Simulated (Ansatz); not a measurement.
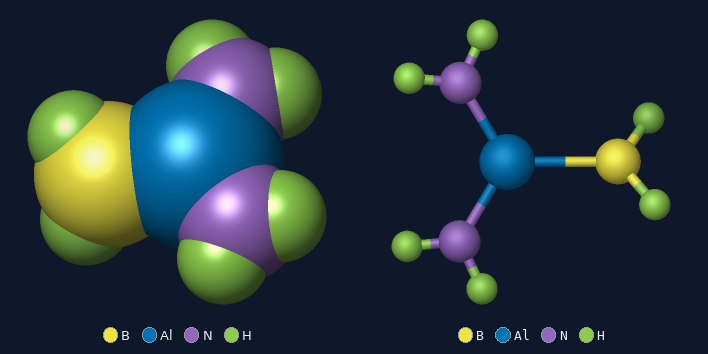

Two views of one molecule.

Computed geometry: PBE0-D4/def2-TZVP optimisation.

> What is the molecular formula?

AlBH6N2, 10 atoms: 1 aluminium, 1 boron, 6 hydrogen and 2 nitrogen.

> Give the symmetry (Schoenflies symbol).

C2.

> How many atoms are distinct by symmetry?

6: 1 B, 1 Al, 2 N, 2 H, 2 H, 2 H.

> Name functional groups in it.

Among them: B–H bond.

More results for the same structure follow; atom numbers are the same in all pictures, views and colours differ.

**Geometry**

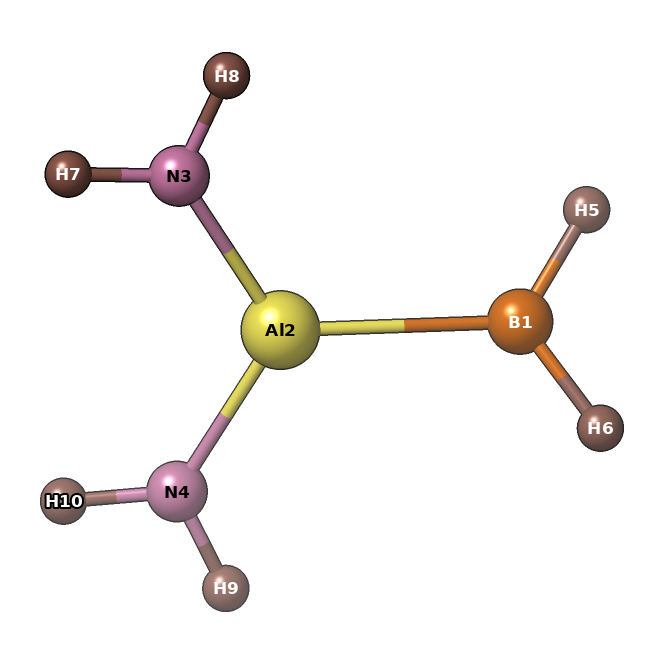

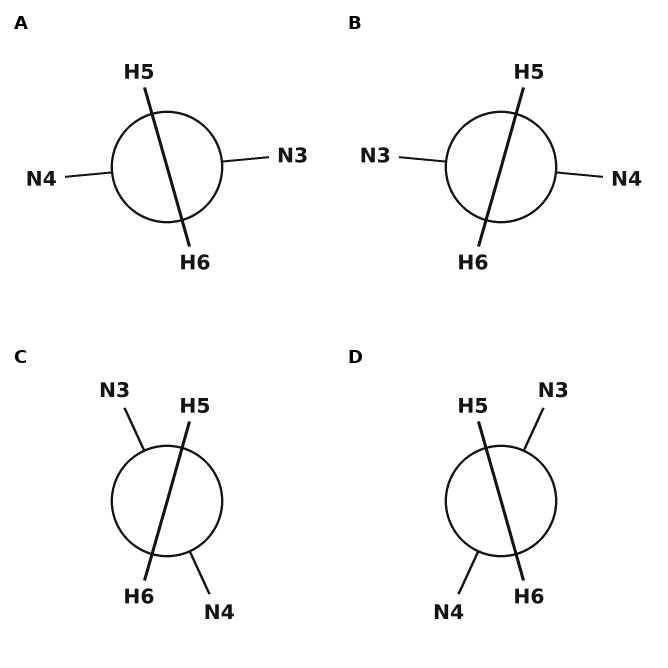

Atoms fade into the background with distance from the viewer. Bonds that would overlap in a projection are set slightly apart.

> Which Newman projection shows the view along B1–Al2, with B1 in front?

C. The torsion angle H5–B1–Al2–N3 is −40°, synclinal (gauche).

**Levels of theory compared**

Program: Ansatz 0.2.0.

At this fixed geometry, give dipole (D), HOMO energy (eV), HOMO–LUMO gap (eV) at these levels: B3LYP-D4/def2-TZVPP; PBE-D4/def2-TZVPP; r2SCAN-D4/def2-TZVPP; ωB97M-V/def2-TZVPP.

```tsv
level	dipole (D)	HOMO energy (eV)	HOMO–LUMO gap (eV)
B3LYP-D4/def2-TZVPP	0.98	−6.57	4.14
PBE-D4/def2-TZVPP	1.13	−5.46	2.25
r2SCAN-D4/def2-TZVPP	1.07	−5.74	2.85
ωB97M-V/def2-TZVPP	0.95	−9.18	8.87
```

**Charges**

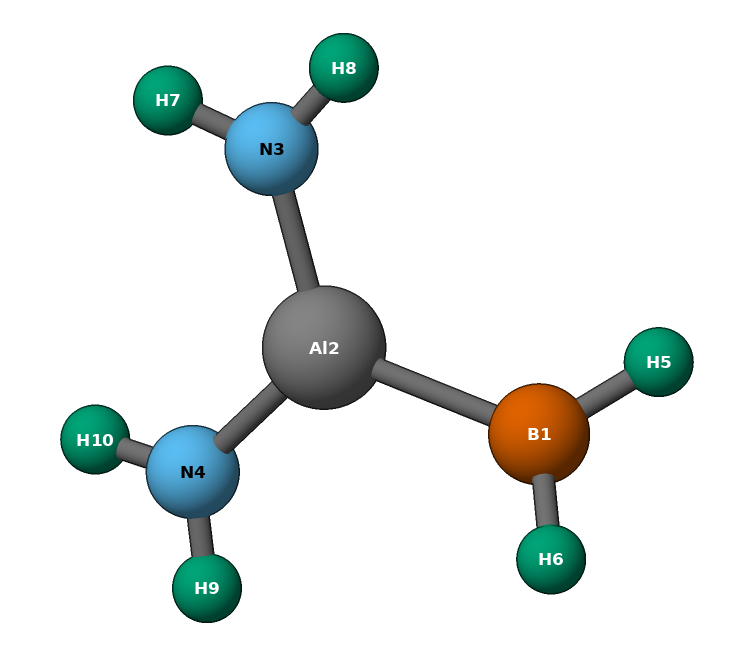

The questions are on Mulliken charges. Level of theory: RKS r2SCAN-D4/def2-TZVPP (Ansatz 0.2.0).

List the Mulliken charges.

```json
{"atom": "B1", "value (e)": "−0.10"}
{"atom": "Al2", "value (e)": "0.50"}
{"atom": "N3", "value (e)": "−0.49"}
{"atom": "N4", "value (e)": "−0.49"}
{"atom": "H5", "value (e)": "0.01"}
{"atom": "H6", "value (e)": "0.01"}
{"atom": "H7", "value (e)": "0.14"}
{"atom": "H8", "value (e)": "0.14"}
{"atom": "H9", "value (e)": "0.14"}
{"atom": "H10", "value (e)": "0.14"}
```

**Thermal motion**

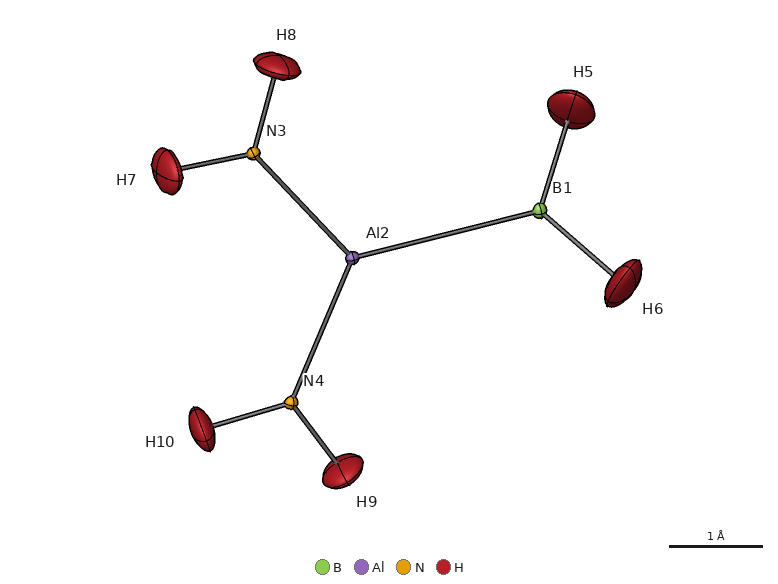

Displacement ellipsoids at the 50 % level, from the internal vibrations of the free molecule (harmonic, no overall translation or rotation; no half-axis is drawn under 0.075 Å). Vibrations computed with RKS PBE0-D4/def2-TZVP (Ansatz 0.2.0). Temperature: 0 K (zero-point motion alone).

> Which atom moves most?

H5, H6, with U_eq = 0.0525 Å².

> Does H6 move more along its bond or across it?

Across it: the root-mean-square amplitude is 0.091 Å along the bond and up to 0.346 Å across, since bending and torsion are softer than stretching.

Give the displacement parameters, one line for each set of equivalent atoms.

| atom | U_eq (Å²) | rms amplitudes (Å) |
| --- | --- | --- |
| B1 | 0.0023 | 0.030, 0.051, 0.060 |
| Al2 | 0.0012 | 0.030, 0.031, 0.043 |
| N3, N4 | 0.0018 | 0.037, 0.040, 0.049 |
| H5, H6 | 0.0525 | 0.090, 0.171, 0.346 |
| H7, H10 | 0.0262 | 0.080, 0.158, 0.218 |
| H8, H9 | 0.0255 | 0.078, 0.159, 0.212 |

Mulliken values depend strongly on the basis set and can even reverse the polarity of a bond.
